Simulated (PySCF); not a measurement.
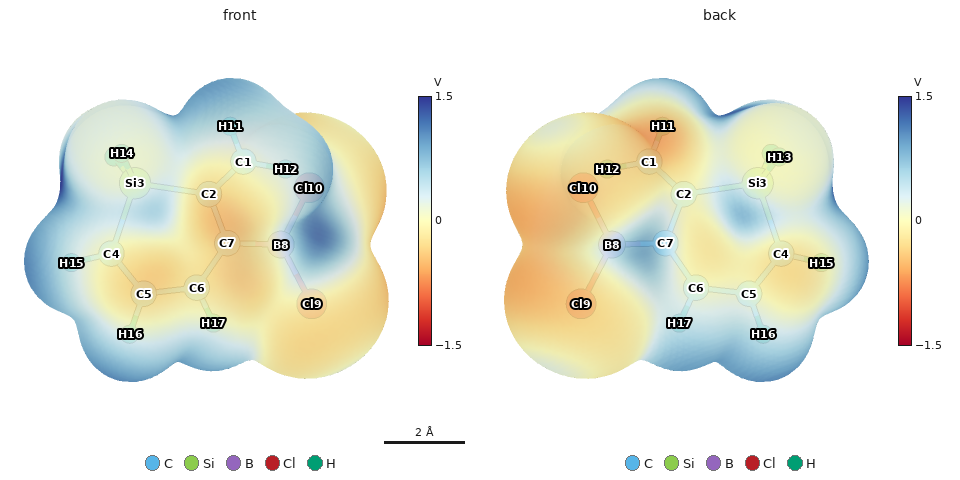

Figure 1: C6H7BCl2Si (SMILES C=C1[SiH2]C=CC=C1B(Cl)Cl). The electrostatic potential painted on the density surface at 0.002 e/bohr³, seen from the front and from behind; red is negative and blue positive.

Geometry: GFN2-xTB.

Method: PBE0/pcSseg-1, SCF density, gas phase, non-relativistic (PySCF 2.14.0).

```yaml
atoms:
  - { symbol: C, position_ang: [0.1216, -2.0425, -0.8882] }
  - { symbol: C, position_ang: [-0.0942, -0.9323, -0.1809] }
  - { symbol: Si, position_ang: [-1.7748, -0.5431, 0.5841] }
  - { symbol: C, position_ang: [-1.8304, 1.3168, 0.3430] }
  - { symbol: C, position_ang: [-0.7078, 1.9991, 0.0741] }
  - { symbol: C, position_ang: [0.6072, 1.4220, -0.0098] }
  - { symbol: C, position_ang: [0.9431, 0.1035, -0.0805] }
  - { symbol: B, position_ang: [2.4461, -0.2856, 0.0228] }
  - { symbol: Cl, position_ang: [3.6958, 0.8638, -0.3016] }
  - { symbol: Cl, position_ang: [2.9460, -1.8376, 0.5909] }
  - { symbol: H, position_ang: [-0.6450, -2.7912, -0.9975] }
  - { symbol: H, position_ang: [1.0511, -2.2391, -1.3992] }
  - { symbol: H, position_ang: [-1.8445, -0.8961, 2.0090] }
  - { symbol: H, position_ang: [-2.8414, -1.2060, -0.1712] }
  - { symbol: H, position_ang: [-2.7575, 1.8636, 0.4423] }
  - { symbol: H, position_ang: [-0.7404, 3.0768, -0.0443] }
  - { symbol: H, position_ang: [1.4181, 2.1400, -0.0028] }
```

Which sites attract a positive test charge, and which a negative one?

Answer. A positive charge is drawn to the negative regions and a negative charge to the positive ones. The most negative region (about −0.6 V, or −14 kcal/mol for a unit charge) lies over C1, C2, Cl9 and Cl10, the most positive (about +1.3 V, or +30 kcal/mol for a unit charge) over Si3. Cl10 shows a σ-hole: about +0.2 V at the tip opposite its bond, against about −0.3 V, or −7 kcal/mol for a unit charge on its flanks.
